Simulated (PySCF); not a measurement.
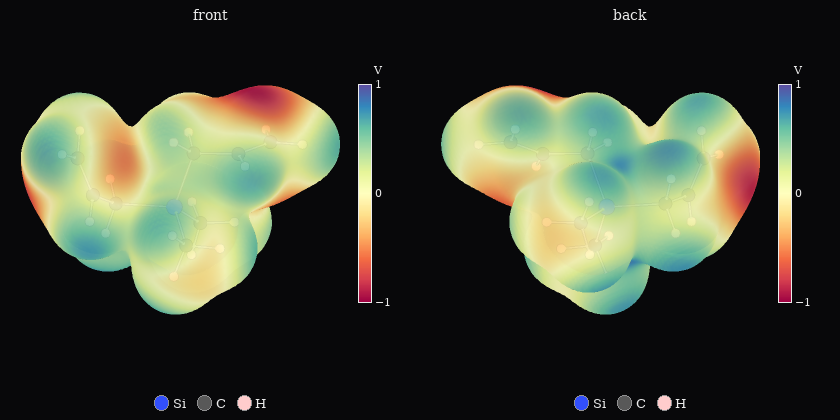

Figure. C8H16Si (SMILES C=CC[Si](C)(C)CC=C). The molecular electrostatic potential painted on the density surface at 0.002 e/bohr³, seen from the front and from behind; the colour scale runs from red (negative) to blue (positive).

Geometry: PBE0-D3(BJ)/def2-SVP.

Computed with PySCF 2.14.0, PBE0/pcSseg-1, SCF density, gas phase, non-relativistic.

```
atom    x (Å)    y (Å)    z (Å)
  Si  -0.2041  -0.1379  -0.5834
   C  -0.1293  -0.3091   1.3068
   C  -1.4733  -0.1670   1.9344
   C  -2.2553  -1.1663   2.3547
   H   0.5685   0.4615   1.6775
   H   0.3139  -1.2931   1.5368
   H  -1.8588   0.8579   2.0147
   H  -1.9287  -2.2104   2.3016
   H  -3.2466  -0.9761   2.7736
   C   1.5825  -0.1106  -1.2386
   C   2.3222   1.1104  -0.8115
   C   3.2179   1.1806   0.1782
   H   1.5346  -0.1779  -2.3396
   H   2.0842  -1.0247  -0.8775
   H   2.0652   2.0366  -1.3423
   H   3.5156   0.2918   0.7446
   H   3.6898   2.1271   0.4535
   C  -1.0776   1.4631  -1.0428
   H  -1.0864   1.6120  -2.1344
   H  -0.5803   2.3330  -0.5858
   H  -2.1235   1.4498  -0.6981
   C  -1.1151  -1.6144  -1.3031
   H  -2.1183  -1.6979  -0.8564
   H  -0.5755  -2.5525  -1.0978
   H  -1.2314  -1.5220  -2.3944
```

Q: Describe the electrostatic potential map.

A: The most negative region (about −0.9 V, or −21 kcal/mol for a unit charge) lies over the π face of C3, C4, C11 and C12, the most positive (about +0.7 V, or +16 kcal/mol for a unit charge) over the H and Si atoms.

Q: What dipole moment does the calculation give?

A: Its dipole moment is 0.72 D.
